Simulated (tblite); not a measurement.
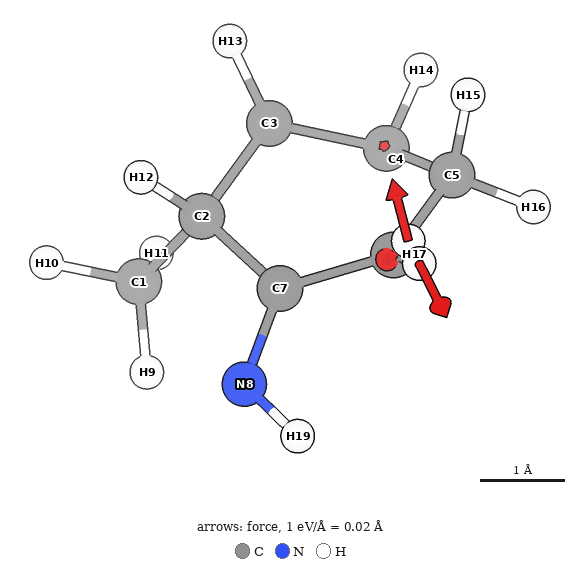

Starting geometry of C$_{7}$H$_{11}$N (charge +1, multiplicity 2) with the computed forces as red arrows. A ball-and-stick model, seen from a free direction.

All numbers below come from GFN2-xTB geometry optimisation, gas phase in tblite 0.8.0. 

> What follows when this structure is relaxed?

It isn't relaxed: the largest force vector, on an H atom, is 51.38 eV/Å. The final displacements have little in common with the starting forces (cosine between the two patterns 0.19). The energy falls by 1577.4 kJ/mol in 132 geometry steps. The largest move after the best rigid fit is that of an H atom, 1.16 Å. Largest moves by element: H 1.16 Å, N 0.67 Å, C 0.65 Å. Some distances before and after: H–H 0.415 → 1.778 Å, C–H 0.798 → 1.093 Å, C–C 1.495 → 1.344 Å, C–C 1.444 → 1.517 Å. Bonds break, among them: H–H (0.41 → 1.78 Å). Bond angles that change, for instance: H–C–H 17.8° → 109.1°, C–C–C 107.1° → 122.9°, C–C–H 106.9° → 120.1°. Groups turn about C–C by about 50°.
